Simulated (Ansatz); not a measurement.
**A computed series for hypothetical rock salt BP: pressure series**

Consider BP in the rock salt structure (space group Fm-3m, No. 225; a = 4.321 Å; a hypothetical phase, not in the database extracts checked).

Cell and atoms are relaxed at each pressure.

Method: Ansatz (a program for electronic structure), PBE, PAW, cutoff 420 eV, no SOC.

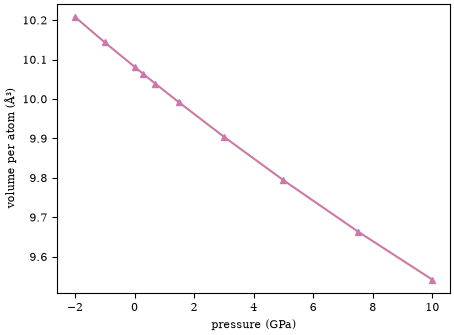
Fig. 1. Volume per atom against pressure

Q: From the plot, what is the volume per atom for pressure 1.5 GPa?

A: About 9.99 Å³.

Q: Is the trend monotonic over the range shown?

A: Yes, it falls throughout, spanning 9.54 Å³ to 10.21 Å³.

Load acts through the strain it causes; cell and atoms are relaxed under it. Stability against distortions was not tested. Competing high-pressure phases were not computed. The final runs are not spin-polarised.
